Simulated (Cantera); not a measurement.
Feed: 1 mol Fe2O3, 0.18 mol H2O, 1.1 mol O2, at 13.0 mbar.

Method: chemical equilibrium by Gibbs-energy minimisation in Cantera with the NASA 1993 tables (ideal gas, pure condensed phases). Candidate condensed phases: Fe, FeO, Fe(OH)2, Fe(OH)3, Fe2O3, Fe3O4, H2O; 12 gas species. The numbers say what is thermodynamically allowed, not how fast it happens.

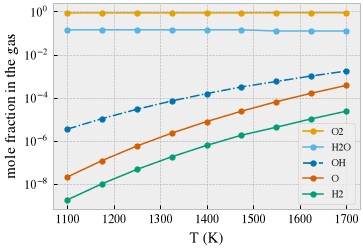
Equilibrium gas composition (values under 1e-9 drawn at 1e-9)

From 1100 K to 1475 K the condensed part is Fe2O3(s). From 1550 K to 1700 K the condensed part is Fe3O4(s).
